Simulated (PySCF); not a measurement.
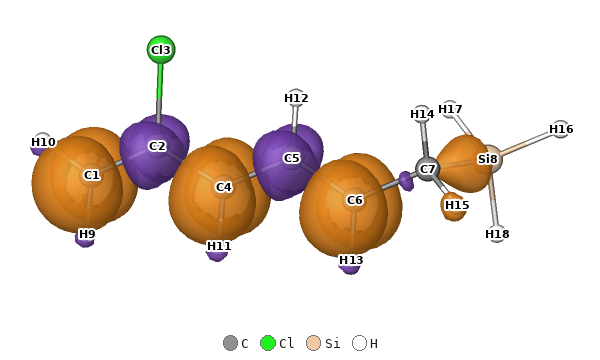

*C$_{6}$H$_{10}$ClSi (SMILES C=C(Cl)/C=C/[CH]C[SiH3]) (doublet). Isosurfaces of the spin density (α minus β) at +0.02 (orange) and −0.02 e/Å³ (purple), seen across its widest extent.*

Geometry: GFN2-xTB.

The calculation used UKS B3LYP, pcH-1 on C Cl H Si, non-relativistic, mean-field spin-orbit, GIAO (PySCF 2.14.0, density-fitted response routines).

```xyz
18

C     3.1768   -1.5952   -1.6536
C     2.4328   -1.0913   -0.6461
Cl    2.9578   -1.4190    0.9845
C     1.2650   -0.3205   -0.8113
C     0.4746    0.1975    0.2109
C    -0.6360    0.9621    0.0018
C    -1.4958    1.4728    1.0771
Si   -3.0070    0.2979    1.2992
H     2.8918   -1.4213   -2.6754
H     4.0617   -2.1761   -1.4731
H     0.9770   -0.1251   -1.8348
H     0.7683   -0.0119    1.2313
H    -0.9427    1.1774   -1.0129
H    -0.9514    1.5247    2.0196
H    -1.8691    2.4686    0.8376
H    -3.8486    0.8410    2.3669
H    -2.5140   -1.0324    1.6473
H    -3.7500    0.2570    0.0395
```

Q: Which atoms carry the spin?

A: The unpaired spin (1 electron) lies mostly on C4 (about 0.3), C1 (about 0.3) and C6 (about 0.3), in electrons by Hirshfeld's partition.
